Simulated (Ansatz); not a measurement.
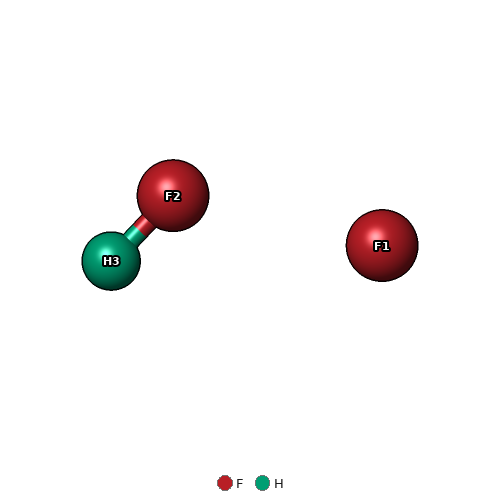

The system is F + FH, spin multiplicity 2; the picture shows the reference structure. 
- Coordinates scanned: (1) distance F1–F2; (2) distance F2–H3.
- Nothing is relaxed (the angle F1–F2–H3 is fixed at 120 degrees).
- The grid has 17 × 17 points.
- Points are written as (first, second).
- Energies: kcal/mol, counted from F far from the relaxed FH (each part in its own basis).
- In part of the range the unrestricted reference is strongly spin-contaminated.
- These are results of UKS PBE-D4/aug-cc-pVTZ in Ansatz 0.2.0, not measurements.

Its coordinates:

```yaml
atoms:
  - { symbol: F, position_ang: [-2.1810, 0.0000, 0.0000] }
  - { symbol: F, position_ang: [0.0000, 0.0000, 0.0000] }
  - { symbol: H, position_ang: [0.4550, 0.7881, 0.0000] }
```

Range: distance F1–F2 from 0.960 to 2.560 Å; distance F2–H3 from 0.728 to 2.328 Å.

Question: Predict the map.

Answer: The lowest grid point is at (2.181 Å, 0.910 Å), −4.2 kcal/mol from F far from the relaxed FH (each part in its own basis). The highest grid point, (0.960 Å, 0.728 Å), lies 498 kcal/mol above the lowest. On the interpolated surface the lowest path from the side where the first distance is long, about (2.42 Å, 0.93 Å), to the side where the second distance is long, about (1.43 Å, 2.33 Å), has its top at about (1.46 Å, 2.03 Å), about 93 kcal/mol above the start and 0.31 kcal/mol above the end.

```tsv
distance F2–H3 ↓, distance F1–F2 →	1.004	1.142	1.313	1.506	1.717	1.943	2.181	2.431
2.199	262	144	95	90	99	106	111	116
1.949	264	146	97	89	93	98	102	105
1.711	269	151	100	86	83	83	85	87
1.485	277	160	105	78	63	58	59	60
1.274	292	174	107	61	37	30	30	31
1.081	316	195	106	43	14	6	5	6
0.910	350	224	110	37	7	−3	−4	−3
0.772	402	270	141	64	33	23	21	22
```

The table holds every second grid line.

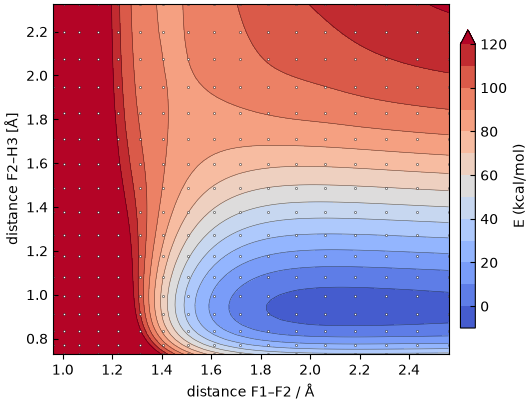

In the figure: filled contours, dots at the grid points, one colour for all values above the top of the scale. Between grid points the surface is interpolated.

Each point was launched as `ansatz run input.yaml --threads 1 --pin off --max-ram 2560MiB --backend cpu --events-out ev --progress --plain --runs-dir out`. Time for the 289 points that were run: 26 min on 1 thread of Arm Neoverse V2, with other jobs on the host.
